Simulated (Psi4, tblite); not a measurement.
Two rigid molecules brought together: H2O ··· HBr (SMILES O and Br). Monomers: optimised at B3LYP-D3(BJ) (def2-TZVP), held rigid. Orientation: lowest of the rigid-body minima from ten starts at GFN2-xTB. Only R, the distance of the centres of mass, is varied, so the lowest point isn't the relaxed dimer.

Geometry at R = 3.26 Å (first 3 atoms: monomer A):
```
5

O     -0.0016     0.3896     0.0000
H     -0.7642    -0.1979     0.0000
H      0.7658    -0.1917     0.0000
Br    -0.0376     2.9881    -1.9021
H     -0.0187     1.8894    -0.9952
```

Computed with: SAPT0/jun-cc-pVDZ, frozen core (Psi4); B3LYP/def2-TZVP, counterpoise-corrected (Psi4); GFN2-xTB (tblite); PBE-D3(BJ)/def2-TZVP, counterpoise-corrected (Psi4); SCS-MP2/aug-cc-pVTZ = Psi4 1.11 with DF-SCS-MP2/aug-cc-pVTZ, frozen core, counterpoise-corrected.

Interaction energies in kJ/mol (negative: bound); R is the distance of the centres of mass, d the O1···H5 distance.

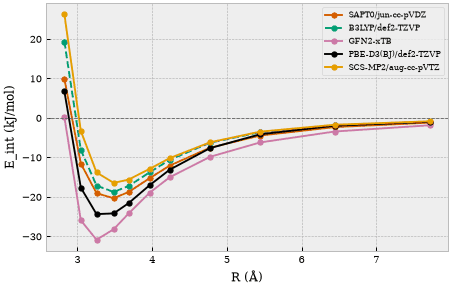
Interaction energy against separation.

```json
[
 {"R / Å": "2.83", "d / Å": "1.37", "SAPT0/jun-cc-pVDZ": "9.87", "B3LYP/def2-TZVP": "19.35", "GFN2-xTB": "0.22", "PBE-D3(BJ)/def2-TZVP": "6.72", "SCS-MP2/aug-cc-pVTZ": "26.28"},
 {"R / Å": "3.05", "d / Å": "1.59", "SAPT0/jun-cc-pVDZ": "-11.54", "B3LYP/def2-TZVP": "-8.07", "GFN2-xTB": "-25.92", "PBE-D3(BJ)/def2-TZVP": "-17.65", "SCS-MP2/aug-cc-pVTZ": "-3.28"},
 {"R / Å": "3.26", "d / Å": "1.80", "SAPT0/jun-cc-pVDZ": "-19.04", "B3LYP/def2-TZVP": "-17.11", "GFN2-xTB": "-30.83", "PBE-D3(BJ)/def2-TZVP": "-24.34", "SCS-MP2/aug-cc-pVTZ": "-13.78"},
 {"R / Å": "3.49", "d / Å": "2.03", "SAPT0/jun-cc-pVDZ": "-20.32", "B3LYP/def2-TZVP": "-18.74", "GFN2-xTB": "-28.18", "PBE-D3(BJ)/def2-TZVP": "-24.17", "SCS-MP2/aug-cc-pVTZ": "-16.44"},
 {"R / Å": "3.69", "d / Å": "2.23", "SAPT0/jun-cc-pVDZ": "-18.75", "B3LYP/def2-TZVP": "-17.22", "GFN2-xTB": "-24.18", "PBE-D3(BJ)/def2-TZVP": "-21.57", "SCS-MP2/aug-cc-pVTZ": "-15.61"},
 {"R / Å": "3.97", "d / Å": "2.51", "SAPT0/jun-cc-pVDZ": "-15.26", "B3LYP/def2-TZVP": "-13.77", "GFN2-xTB": "-18.95", "PBE-D3(BJ)/def2-TZVP": "-17.04", "SCS-MP2/aug-cc-pVTZ": "-12.89"},
 {"R / Å": "4.24", "d / Å": "2.78", "SAPT0/jun-cc-pVDZ": "-12.06", "B3LYP/def2-TZVP": "-10.59", "GFN2-xTB": "-15.01", "PBE-D3(BJ)/def2-TZVP": "-13.09", "SCS-MP2/aug-cc-pVTZ": "-10.17"},
 {"R / Å": "4.78", "d / Å": "3.32", "SAPT0/jun-cc-pVDZ": "-7.52", "B3LYP/def2-TZVP": "-6.26", "GFN2-xTB": "-9.84", "PBE-D3(BJ)/def2-TZVP": "-7.64", "SCS-MP2/aug-cc-pVTZ": "-6.16"},
 {"R / Å": "5.45", "d / Å": "3.99", "SAPT0/jun-cc-pVDZ": "-4.45", "B3LYP/def2-TZVP": "-3.61", "GFN2-xTB": "-6.20", "PBE-D3(BJ)/def2-TZVP": "-4.13", "SCS-MP2/aug-cc-pVTZ": "-3.47"},
 {"R / Å": "6.45", "d / Å": "4.99", "SAPT0/jun-cc-pVDZ": "-2.31", "B3LYP/def2-TZVP": "-1.87", "GFN2-xTB": "-3.43", "PBE-D3(BJ)/def2-TZVP": "-1.96", "SCS-MP2/aug-cc-pVTZ": "-1.71"},
 {"R / Å": "7.72", "d / Å": "6.26", "SAPT0/jun-cc-pVDZ": "-1.17", "B3LYP/def2-TZVP": "-0.95", "GFN2-xTB": "-1.85", "PBE-D3(BJ)/def2-TZVP": "-0.96", "SCS-MP2/aug-cc-pVTZ": "-0.84"}
]
```

Lowest grid point: SAPT0/jun-cc-pVDZ -20.32 kJ/mol at R = 3.49 Å; B3LYP/def2-TZVP -18.74 kJ/mol at R = 3.49 Å; GFN2-xTB -30.83 kJ/mol at R = 3.26 Å; PBE-D3(BJ)/def2-TZVP -24.34 kJ/mol at R = 3.26 Å; SCS-MP2/aug-cc-pVTZ -16.44 kJ/mol at R = 3.49 Å.
